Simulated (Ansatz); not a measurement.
Cost and result by functional for the surface energy of the (110) surface of zinc-blende AlN (a metastable polymorph) in its 1x1 cell (cut with top plane Al + N, bottom plane Al + N), outermost plane spacing 1.56 Å in the ideal cut, in Ansatz (plane waves, PAW). Single points on the PBE structure, on one kind of machine; costs are rough ratios of the slab run's core time (references not counted) to the cheapest single point. r2SCAN's cost holds its higher cutoff (500 against 420 eV). Differences are taken against HSE06 for comparison alone: no measured value is at hand, so the table doesn't rank accuracy. HSE06 ran on a coarser k-mesh, which lowers its cost and carries part of its shift.

Slab: 16 atoms, Al8N8, 10.9 Å thick at the start; k 8x6x1, smearing 0.025 eV, dipole-corrected; all atoms relaxed; symmetry of the start imposed; no spin, no spin-orbit, no U. These notes are the PBE run's.

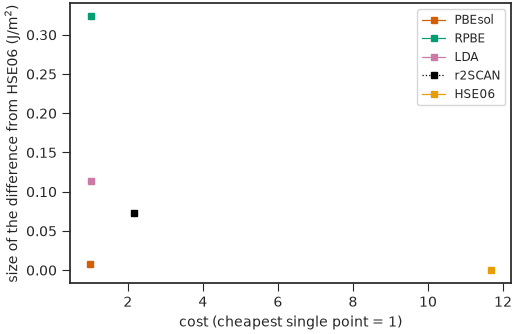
Figure: Difference from HSE06 against cost

| functional | relative cost | surface energy (J/m²) | less HSE06 (J/m²) |
|---|---|---|---|
| PBEsol | 1 | 2.39 | -0.01 |
| RPBE | 1 | 2.07 | -0.32 |
| LDA | 1 | 2.51 | 0.11 |
| r2SCAN | 2 | 2.47 | 0.07 |
| HSE06 | 10 | 2.40 | 0.00 |
| PBE (the relaxed run's value) | – | 2.22 | -0.17 |

The values span 0.44 J/m², while the single points' costs differ by a factor of roughly 10. Differences are of unrounded values.

Ansatz is a program for electronic structure.
